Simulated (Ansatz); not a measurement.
# How fast states decay through ZrH4N2F2

Wanted: the relaxed cell of ZrH4N2F2, its band edges and its decay constants. It is built by putting Zr for Sn in the SnH4N2F2 structure of space group C2/m, with the volume rescaled by atomic radii. The parent structure comes from the Materials Project.

Program: Ansatz 0.2.0. Level of theory: r2SCAN DFT, plane waves, PAW files, in the first sound run; inputs show where later runs differ. Results are calculated unless marked as measured.

The structure was built from a prototype and need not be the compound's stable phase.

**1. The starting structure**

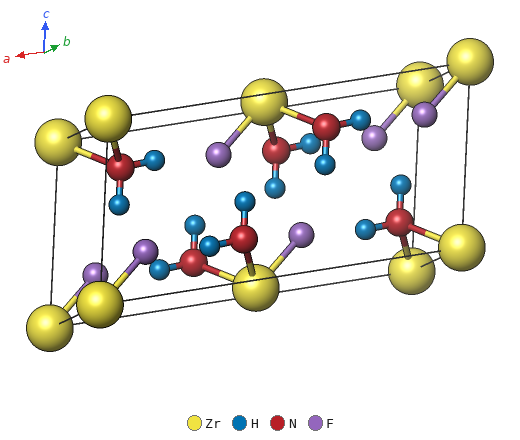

The cell as given, from a free direction (zirconium yellow, hydrogen blue, nitrogen red, fluorine purple). This picture shows the conventional cell, with its axes. Some periodic images of atoms are drawn too.

**2. Cell and atoms at rest**

The substituted atoms don't fit the parent's cell, so cell and atoms relax together. A small smearing keeps the run stable in case the gap closes on the way.

The input, input.yaml:

```yaml
crystal:
  lattice:
    - [5.7472835017, -1.7491420213, 0.0]
    - [5.7472835017, 1.7491420213, 0.0]
    - [-1.477262809, 0.0, 5.1955283493]
  atoms:
    - { symbol: Zr, position: [0.0, 0.0, 0.0] }
    - { symbol: H, position: [0.390841, 0.390841, 0.566509] }
    - { symbol: H, position: [0.609159, 0.609159, 0.433491] }
    - { symbol: H, position: [0.297973, 0.297973, 0.77737] }
    - { symbol: H, position: [0.702027, 0.702027, 0.22263] }
    - { symbol: "N", position: [0.391785, 0.391785, 0.767903] }
    - { symbol: "N", position: [0.608215, 0.608215, 0.232097] }
    - { symbol: F, position: [0.120299, 0.120299, 0.75256] }
    - { symbol: F, position: [0.879701, 0.879701, 0.24744] }
kpoints:
  mp_grid: { grid: [6, 6, 4] }
scf:
  occupations: { method: gaussian, width: 0.03 }
hamiltonian:
  xc: r2scan
output:
  forces: true
  stress: true
relax:
  f_tol: 0.02
  max_steps: 60
  cell: {}
```

Launch:

```bash
ansatz run input.yaml --threads 2 --pin off --max-ram 4096MiB --backend cpu --events-out ev --progress --plain --runs-dir out
```

Numbers of over 12 decimals in the logs are rounded to 6 here.

The log of the run:

```text
Engine: ansatz 0.2.0, aarch64-unknown-linux-gnu
Pseudopotentials: kind: paw
Pseudopotential: Zr, paw, valence charge 12, recommended cutoff 500 eV (meta_gga), Zr.paw.azcp
Pseudopotential: H, paw, valence charge 1, recommended cutoff 500 eV (meta_gga), H.paw.azcp
Pseudopotential: N, paw, valence charge 5, recommended cutoff 500 eV (meta_gga), N.paw.azcp
Pseudopotential: F, paw, valence charge 7, recommended cutoff 500 eV (meta_gga), F.paw.azcp
Functional definition: r2SCAN
  parameter k0 = 0.174
  parameter k1 = 0.065
  parameter a1 = 4.9479
  exchange = r2scan_x(k0 = k0, k1 = k1, a1 = a1)
  correlation = r2scan_c
Crystal: 9 atoms, lattice volume = 104.459 Å³
Basis set: ecut = 500 eV, 2657 PW (Γ), exchange–correlation on 180×180×160 points (64 copies of the dense FFT grid, shifted against one another)
Bands: 29, of which v1, the nominal top of the filled ones, is band 20 counted from 1 (19 counted from 0)
Symmetry: 4 space group operations
Space group: C2/m (ITA 12), of the structure as read, at distance tolerance 4.7e-5 Å
k-points: 47 of 144
Non-local potential: Zr, projectors of the file, l = 0: 3, l = 1: 2, l = 2: 2, l = 3: 2
Non-local potential: H, projectors of the file, l = 0: 2, l = 1: 1
Non-local potential: N, projectors of the file, l = 0: 2, l = 1: 2, l = 2: 1
Non-local potential: F, projectors of the file, l = 0: 2, l = 1: 2, l = 2: 1
PAW form: soft (Blöchl's): semilocal exchange-correlation on the pseudo side does not see the compensation charge
PAW frozen core: Zr, regenerated for the run's functional (the file was generated under x = pbe(κ = 0.804, μ = 0.219515), c = pbe(β = 0.066725))
PAW frozen core: N, regenerated for the run's functional (the file was generated under x = pbe(κ = 0.804, μ = 0.219515), c = pbe(β = 0.066725))
PAW frozen core: F, regenerated for the run's functional (the file was generated under x = pbe(κ = 0.804, μ = 0.219515), c = pbe(β = 0.066725))
PAW one-centre angular grid: Zr, 590 points (default); XC on 160 Gauss nodes
PAW one-centre angular grid: H, 302 points (default); XC on 160 Gauss nodes
PAW one-centre angular grid: N, 302 points (default); XC on 160 Gauss nodes
PAW one-centre angular grid: F, 302 points (default); XC on 160 Gauss nodes
Initial density: superposition of atomic densities (neutral atoms: chi_scale 0, normalization atom), corrected by the library's trained network
Initial wavefunctions: pseudopotential atomic-orbital guess
Functional: x = r2scan, c = r2scan; τ floored in thin density (d = 2e-4 eV/Å³)
SCF iter   1: F=—  HF=-6655.228534 eV  |F-HF|=—  |Δ(HF+E_count)|=         —  Δρ=1.22e-2  dr2=3.16e-1  dr2_τ=3.94e-1  ethr=1.77e-3  ⟨swp⟩=6.3  Hψ=6139  notcnv=0  defer=6
preconditioner: auto → Resta (q_TF=auto, 2.325 Å⁻¹)  ε∞=3.6  [insulator: Δε(μ)=3.393 eV  Ē_g=11.982 eV  σ=0.030 eV  W_gap=1.00  n_scr=24 (ndim 8)  ℏωp=19.2 eV  f_vac=0.146  D(μ)=0.00/eV (n_scr^D=0)  ε∞_Penn≈3.6]
SCF iter   2: F=—  HF=-6655.102695 eV  |F-HF|=—  |Δ(HF+E_count)|=   1.26e-1  Δρ=5.99e-3  dr2=3.01e-2  dr2_τ=8.82e-3  ethr=7.91e-4  ⟨swp⟩=3.1  Hψ=2838  notcnv=0  defer=140
SCF iter   3: F=—  HF=-6655.097747 eV  |F-HF|=—  |Δ(HF+E_count)|=   4.95e-3  Δρ=2.28e-3  dr2=5.51e-3  dr2_τ=5.61e-4  ethr=7.53e-5  ⟨swp⟩=2.0  Hψ=2148  notcnv=0  defer=93
automatic band count: iteration 3 solves 28 bands in place of 29: the levels show a gap, and the empty bands left out lie too high to hold charge; the band table lists the bands solved (type scf.n_extra_bands for more)
SCF iter   4: F=—  HF=-6655.098055 eV  |F-HF|=—  |Δ(HF+E_count)|=   3.08e-4  Δρ=8.55e-4  dr2=6.41e-4  dr2_τ=6.28e-5  ethr=1.38e-5  ⟨swp⟩=2.0  Hψ=2326  notcnv=0  defer=93
SCF iter   5: F=—  HF=-6655.098158 eV  |F-HF|=—  |Δ(HF+E_count)|=   1.03e-4  Δρ=4.73e-4  dr2=1.79e-4  dr2_τ=2.34e-5  ethr=1.60e-6  ⟨swp⟩=2.3  Hψ=2133  notcnv=0  defer=93
SCF iter   6: F=—  HF=-6655.098174 eV  |F-HF|=—  |Δ(HF+E_count)|=   1.55e-5  Δρ=9.40e-5  dr2=1.08e-5  dr2_τ=6.65e-7  ethr=4.47e-7  ⟨swp⟩=2.9  Hψ=2349  notcnv=0  defer=93
SCF iter   7: F=—  HF=-6655.098045 eV  |F-HF|=—  |Δ(HF+E_count)|=   1.29e-4  Δρ=3.63e-5  dr2=1.87e-6  dr2_τ=1.35e-7  ethr=2.71e-8  ⟨swp⟩=2.1  Hψ=1931  notcnv=0  defer=93
SCF iter   8: F=-6655.098045 eV  HF=-6655.098045 eV  |F-HF|=2.11e-8  |Δ(HF+E_count)|=   1.73e-7  Δρ=4.87e-6  dr2=3.01e-8  dr2_τ=1.53e-9  ethr=2.50e-10  ⟨swp⟩=3.6  Hψ=5513  notcnv=0
SCF 1 converged in 8 iterations: F = -6655.098045 eV  dr2 = 3.01e-8
  greatest PAW one-centre occupation: 0.989 electrons in one spin orbital (limit 2), on the Zr atom at site 0 (counted from 0), in its partial waves of l = 1
relax step   1: F+E_penalty+E_count = -6655.09804458 eV  Δ(F+E_penalty+E_count) = +0.000e0 eV  max|allowed force component| = 2.197e0 eV/Å  Δτ_max = 0.0000 Å  P = -15.191 GPa  Ω = 104.459 Å³  (8 SCF iters, dr2 threshold 1.00e-7 eV, accepted)
Crystal: 9 atoms, lattice volume = 92.749 Å³
Basis set: ecut = 500 eV, 2349 PW (Γ), exchange–correlation on 180×180×160 points (64 copies of the dense FFT grid, shifted against one another)
Initial density: handed on by an earlier stage of this run
Initial wavefunctions: those handed on with the density
SCF iter   1: F=—  HF=-6656.472356 eV  |F-HF|=—  |Δ(HF+E_count)|=         —  Δρ=3.14e-2  dr2=1.34e0  dr2_τ=2.97e0  ethr=3.10e-3  ⟨swp⟩=9.5  Hψ=6663  notcnv=0
automatic band count: iteration 1 solves 24 bands in place of 29: the levels show a gap, and the empty bands left out lie too high to hold charge; the band table lists the bands solved (type scf.n_extra_bands for more)
preconditioner: auto → none  [insulator: Δε(μ)=3.895 eV  Ē_g=12.673 eV  σ=0.030 eV  W_gap=1.00  n_scr=16 (ndim 8)  ℏωp=21.8 eV  f_vac=0.100  D(μ)=0.00/eV (n_scr^D=0)  ε∞_Penn≈4.0]
SCF iter   2: F=—  HF=-6656.001989 eV  |F-HF|=—  |Δ(HF+E_count)|=   4.70e-1  Δρ=2.25e-2  dr2=3.28e-1  dr2_τ=6.06e-2  ethr=3.10e-3  ⟨swp⟩=3.0  Hψ=2481  notcnv=0
SCF iter   3: F=—  HF=-6655.921014 eV  |F-HF|=—  |Δ(HF+E_count)|=   8.10e-2  Δρ=6.40e-3  dr2=1.56e-2  dr2_τ=2.30e-3  ethr=8.21e-4  ⟨swp⟩=2.0  Hψ=2161  notcnv=0
SCF iter   4: F=—  HF=-6655.921367 eV  |F-HF|=—  |Δ(HF+E_count)|=   3.52e-4  Δρ=2.68e-3  dr2=2.32e-3  dr2_τ=4.56e-4  ethr=3.89e-5  ⟨swp⟩=2.0  Hψ=1887  notcnv=0
SCF iter   5: F=—  HF=-6655.921855 eV  |F-HF|=—  |Δ(HF+E_count)|=   4.89e-4  Δρ=4.82e-4  dr2=6.84e-5  dr2_τ=1.69e-5  ethr=5.79e-6  ⟨swp⟩=2.0  Hψ=1998  notcnv=0
SCF iter   6: F=—  HF=-6655.921757 eV  |F-HF|=—  |Δ(HF+E_count)|=   9.86e-5  Δρ=1.70e-4  dr2=2.63e-5  dr2_τ=4.06e-6  ethr=1.71e-7  ⟨swp⟩=2.0  Hψ=1880  notcnv=0
[...]
SCF iter   6: F=—  HF=-6656.110085 eV  |F-HF|=—  |Δ(HF+E_count)|=   2.36e-5  Δρ=1.02e-4  dr2=1.05e-5  dr2_τ=1.00e-6  ethr=2.90e-7  ⟨swp⟩=2.2  Hψ=1901  notcnv=0
SCF iter   7: F=-6656.110092 eV  HF=-6656.110092 eV  |F-HF|=3.18e-7  |Δ(HF+E_count)|=   6.46e-6  Δρ=2.79e-5  dr2=7.43e-7  dr2_τ=5.80e-8  ethr=2.25e-9  ⟨swp⟩=3.5  Hψ=5021  notcnv=0
SCF 3 converged in 7 iterations: F = -6656.110092 eV  dr2 = 7.43e-7
  greatest PAW one-centre occupation: 0.991 electrons in one spin orbital (limit 2), on the Zr atom at site 0 (counted from 0), in its partial waves of l = 1
relax step   3: F+E_penalty+E_count = -6656.11009217 eV  Δ(F+E_penalty+E_count) = -1.883e-1 eV  max|allowed force component| = 2.103e-1 eV/Å  Δτ_max = 0.1275 Å  P = -0.332 GPa  Ω = 91.629 Å³  energy of the carried Pulay correction = +7.713e-3 eV  (7 SCF iters, dr2 threshold 9.00e-7 eV, accepted)
[...]
relax step   4: F+E_penalty+E_count = -6656.13371734 eV  Δ(F+E_penalty+E_count) = -2.363e-2 eV  max|allowed force component| = 1.229e-1 eV/Å  Δτ_max = 0.0325 Å  P = -0.344 GPa  Ω = 93.483 Å³  energy of the carried Pulay correction = +6.536e-3 eV  (7 SCF iters, dr2 threshold 9.00e-7 eV, accepted)
[...]
relax step   5: F+E_penalty+E_count = -6656.13741430 eV  Δ(F+E_penalty+E_count) = -3.697e-3 eV  max|allowed force component| = 5.049e-2 eV/Å  Δτ_max = 0.0191 Å  P = +0.162 GPa  Ω = 92.959 Å³  energy of the carried Pulay correction = +6.866e-3 eV  (6 SCF iters, dr2 threshold 9.00e-7 eV, accepted)
[...]
relax step   6: F+E_penalty+E_count = -6656.13882575 eV  Δ(F+E_penalty+E_count) = -1.411e-3 eV  max|allowed force component| = 3.059e-2 eV/Å  Δτ_max = 0.0163 Å  P = +0.094 GPa  Ω = 92.864 Å³  energy of the carried Pulay correction = +6.926e-3 eV  (6 SCF iters, dr2 threshold 7.78e-7 eV, accepted)
[...]
relax step   7: F+E_penalty+E_count = -6656.13956479 eV  Δ(F+E_penalty+E_count) = -7.390e-4 eV  max|allowed force component| = 2.060e-2 eV/Å  Δτ_max = 0.0156 Å  P = +0.020 GPa  Ω = 92.672 Å³  energy of the carried Pulay correction = +7.048e-3 eV  (6 SCF iters, dr2 threshold 3.21e-7 eV, accepted)
[...]
relax step   8: F+E_penalty+E_count = -6656.13974820 eV  Δ(F+E_penalty+E_count) = -1.834e-4 eV  max|allowed force component| = 1.405e-2 eV/Å  Δτ_max = 0.0042 Å  P = +0.007 GPa  Ω = 92.574 Å³  energy of the carried Pulay correction = +7.110e-3 eV  (6 SCF iters, dr2 threshold 2.65e-8 eV, accepted)
[...]
relax step   9: F+E_penalty+E_count = -6656.13996796 eV  Δ(F+E_penalty+E_count) = -2.198e-4 eV  max|allowed force component| = 4.892e-3 eV/Å  Δτ_max = 0.0097 Å  P = -0.004 GPa  Ω = 92.416 Å³  energy of the carried Pulay correction = +7.211e-3 eV  (8 SCF iters, dr2 threshold 8.55e-9 eV, accepted)
Initial wavefunctions: pseudopotential atomic-orbital guess (no wavefunctions were taken with the density)
iter 1 solved again at ethr=1.18e-7 eV; its pass at ethr=3.10e-3 eV (dr2=4.74e-5 eV) is discarded
SCF iter   1: F=—  HF=-6656.131738 eV  |F-HF|=—  |Δ(HF+E_count)|=         —  Δρ=4.54e-4  dr2=1.78e-5  dr2_τ=9.49e-5  ethr=1.18e-7  ⟨swp⟩=3.4  Hψ=10181  notcnv=0
preconditioner: auto → Resta (q_TF=auto, 2.373 Å⁻¹)  ε∞=3.2  [insulator: Δε(μ)=3.327 eV  Ē_g=14.177 eV  σ=0.030 eV  W_gap=1.00  n_scr=18 (ndim 8)  ℏωp=21.2 eV  f_vac=0.115  D(μ)=0.00/eV (n_scr^D=0)  ε∞_Penn≈3.2]
SCF iter   2: F=—  HF=-6656.131792 eV  |F-HF|=—  |Δ(HF+E_count)|=   5.39e-5  Δρ=2.31e-4  dr2=5.25e-6  dr2_τ=1.00e-5  ethr=4.44e-8  ⟨swp⟩=2.9  Hψ=2215  notcnv=0
SCF iter   3: F=—  HF=-6656.131807 eV  |F-HF|=—  |Δ(HF+E_count)|=   1.55e-5  Δρ=5.70e-5  dr2=1.44e-6  dr2_τ=3.58e-7  ethr=1.31e-8  ⟨swp⟩=2.0  Hψ=2030  notcnv=0
SCF iter   4: F=—  HF=-6656.131828 eV  |F-HF|=—  |Δ(HF+E_count)|=   2.02e-5  Δρ=5.27e-6  dr2=1.50e-8  dr2_τ=3.93e-9  ethr=3.61e-9  ⟨swp⟩=2.0  Hψ=1995  notcnv=0
SCF iter   5: F=—  HF=-6656.131828 eV  |F-HF|=—  |Δ(HF+E_count)|=   1.19e-8  Δρ=1.66e-6  dr2=2.18e-9  dr2_τ=6.49e-10  ethr=3.74e-11  ⟨swp⟩=2.0  Hψ=2303  notcnv=0
SCF iter   6: F=—  HF=-6656.131828 eV  |F-HF|=—  |Δ(HF+E_count)|=  5.73e-11  Δρ=4.93e-7  dr2=1.85e-10  dr2_τ=3.41e-11  ethr=5.46e-12  ⟨swp⟩=2.0  Hψ=1980  notcnv=0
SCF iter   7: F=-6656.131828 eV  HF=-6656.131828 eV  |F-HF|=3.64e-12  |Δ(HF+E_count)|=  7.73e-11  Δρ=1.38e-7  dr2=1.60e-11  dr2_τ=3.17e-12  ethr=1.00e-12  ⟨swp⟩=5.0  Hψ=4555  notcnv=0
SCF 10 converged in 7 iterations: F = -6656.131828 eV  dr2 = 1.60e-11
relax step  10: F+E_penalty+E_count = -6656.13182774 eV  Δ(F+E_penalty+E_count) = +8.140e-3 eV  max|allowed force component| = 4.194e-3 eV/Å  Δτ_max = 0.0000 Å  P = +0.022 GPa  Ω = 92.416 Å³  stress off target by 3.77e-2 GPa  SCF on the basis re-selected at this cell (its energy is not comparable with the rows above)  (7 SCF iters)
basis re-selected at this cell: Δ(F+E_penalty+E_count) = +8.140e-3 eV, ΔP = +0.026 GPa vs the last step (what re-selecting the basis moved, of the pressure what is left beyond the Pulay correction that the steps carried, after the strain that the cell walked since its last selection, with what the two solves' SCF thresholds leave and, on support functions, any second-order correction that the steps lacked; it is no m [...]
SCF converged after 7 iterations
Free energy (F): -6656.131828 eV
Harris-Foulkes:  -6656.131828 eV  (|F-HF|=3.64e-12)
Internal energy: -6656.131828 eV  (E = F + TS)
E sigma→0 (E₀):  -6656.131828 eV
Fermi energy:    4.640981 eV
--- Per-component energies (eV) ---
  E_band       = -390.426744
  E_kinetic    = 1069.559926
  E_local      = -3094.299797  (includes V_loc(G=0)·N_el)
  E_nonlocal   = 317.035782
  E_hartree    = 1100.211463
  E_xc         = -470.552479
  E_vxc        = -666.522679  (∫ρ·V_xc dr)
  E_paw        = -3635.880236  (= ΣΔE_a)
  E_vpaw       = -260.141583  (= ΣTr[D̂ρ^β])
  E_aug_tail   = 0.000237  (compensation charges beyond the density's cutoff)
  E_vtau       = 43.518428  (kinetic-family band-sum trace: ∫τ·v_τ [+ j·A + Jᵃ·Aᵃ] dr)
  E_ewald      = -1941.920071
  E_core_change = -0.286654  (= ΣΔE_core)
  E_smearing   = -0.000000  (= −TS)
  E_closure    = 0.000000  (closes the sum)
  Σ components = -6656.131828   (vs F -6656.131828, Δ=0.00e0)
--- Forces (eV/Å), atoms counted from 1 ---
  atom   1  Zr     0.00000000     0.00000000     0.00000000
  atom   2  H      0.00053764    -0.00000000    -0.00079690
  atom   3  H     -0.00053764     0.00000000     0.00079690
  atom   4  H      0.00286862     0.00000000     0.00128428
  atom   5  H     -0.00286862    -0.00000000    -0.00128428
  atom   6  N      0.00122959     0.00000000    -0.00419391
  atom   7  N     -0.00122959    -0.00000000     0.00419391
  atom   8  F     -0.00350711    -0.00000000     0.00001924
  atom   9  F      0.00350711     0.00000000    -0.00001924
  max |Σ_I F_I| component: 4.34e-19 eV/Å
--- Stress (GPa, compression-positive) ---
       -0.002324       0.000000      -0.000270
        0.000000       0.037732      -0.000000
       -0.000268      -0.000000       0.030601
  P = ⅓ Tr σ = 0.0220 GPa (0.220 kbar)
--- Relaxed structure (9 steps of the walk, 9 accepted, 1 SCFs on fresh bases) ---
  F+E_penalty+E_count = -6656.13182774 eV   max|allowed force component| = 4.194e-3 eV/Å   (the final SCF, on the basis selected at the relaxed cell)
  cell:  # Å, volume = 92.4158 Å³
    - [5.483839, -1.716072, -0.145678]
    - [5.483839, 1.716072, -0.145678]
    - [-1.541240, 0.0, 4.951106]
  atoms:
    - { symbol: Zr, position: [-2.2062645985224375e-19, -2.2062645985224375e-19, -5.750289708534368e-19] }
    - { symbol: H, position: [0.383735, 0.383735, 0.559305] }
    - { symbol: H, position: [0.616265, 0.616265, 0.440695] }
    - { symbol: H, position: [0.292910, 0.292910, 0.755957] }
    - { symbol: H, position: [0.707090, 0.707090, 0.244043] }
    - { symbol: N, position: [0.386199, 0.386199, 0.757297] }
    - { symbol: N, position: [0.613801, 0.613801, 0.242703] }
    - { symbol: F, position: [0.113979, 0.113979, 0.772425] }
    - { symbol: F, position: [0.886021, 0.886021, 0.227575] }
```

Elapsed: 64 s, on 2 threads of Arm Neoverse V2, shared host; peak memory 0.85 GiB; 2.1 min of CPU time.

The steps of the relaxation:

```
step  energy less that of the first step (eV)  largest force component (eV/Å)  pressure (GPa)  volume (Å³)
   1                                   0.0000                          2.1966          -15.19       104.46
   2                                  -0.8237                          1.9285            4.43        92.75
   3                                  -1.0120                          0.2103           -0.33        91.63
   4                                  -1.0357                          0.1229           -0.34        93.48
   5                                  -1.0394                          0.0505            0.16        92.96
   6                                  -1.0408                          0.0306            0.09        92.86
   7                                  -1.0415                          0.0206            0.02        92.67
   8                                  -1.0417                          0.0140            0.01        92.57
   9                                  -1.0419                          0.0049            0.00        92.42
 10*                                  -1.0338                          0.0042            0.02        92.42
```

Relaxation steps marked * repeat the geometry before them on a plane-wave basis chosen anew for their cell, so energy and pressure can jump there.

Forces are held to the 4 operations that the run works with; a distortion that breaks them can't arise in this run.

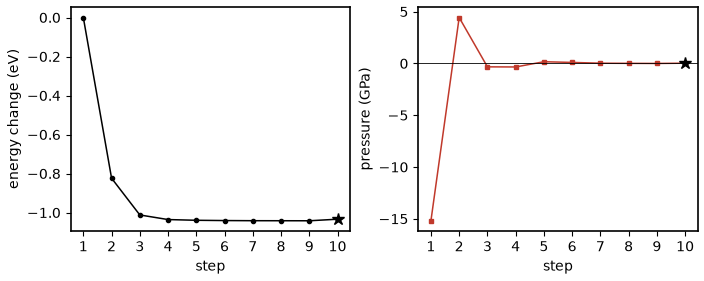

Energy and pressure along the relaxation. Stars mark steps on a basis chosen anew.

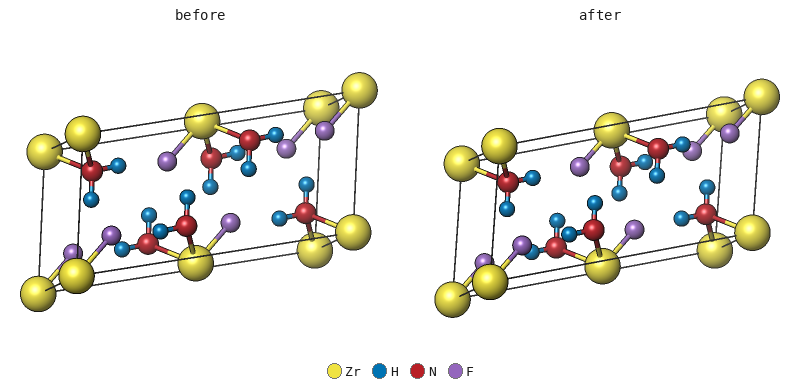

Before and after, at one scale.

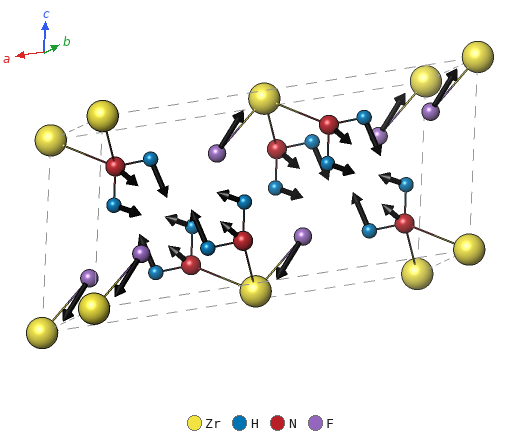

Displacements in the relaxation, exaggerated, measured against the changing cell; the longest in the cell stands for 0.14 Å. Some periodic images of atoms are drawn too.

```
     cell as run  before   after   change
           a (Å)   6.008   5.748   -4.3 %
           b (Å)   6.008   5.748   -4.3 %
           c (Å)   5.401   5.185   -4.0 %
           α (°)  105.17  107.92   +2.6 %
           β (°)  105.17  107.92   +2.6 %
           γ (°)   33.85   34.74   +2.6 %
volume (Å³/atom)   11.61   10.27  -11.5 %
```

The atoms that moved most (Å, as changes of fractional coordinates times the final cell):

```
atom      dx     dy      dz  length
  F9   0.100  0.000  -0.100   0.142
  F8  -0.100  0.000   0.100   0.142
  H4  -0.023  0.000  -0.105   0.107
  H5   0.023  0.000   0.105   0.107
  H2  -0.067  0.000  -0.034   0.075
  H3   0.067  0.000   0.034   0.075
  N6  -0.045  0.000  -0.051   0.068
  N7   0.045  0.000   0.051   0.068
```

This step gave:

- free energy: -6656.1318 eV
- Fermi energy: 4.641 eV
- pressure: 0.02200 GPa

The largest force component on a free atom ends at 0.0042 eV/Å.

[end of part 1 of 4]

[Logs are printed without paths, hosts, clocks, repeated set-up lines and the standing remarks that a program may print on its own settings, such as how far it seeks lower states.]

[Hosts, paths, dates, database ids (printed as entryN), source tags and the programs' standing remarks are cut or masked in the printed files.]
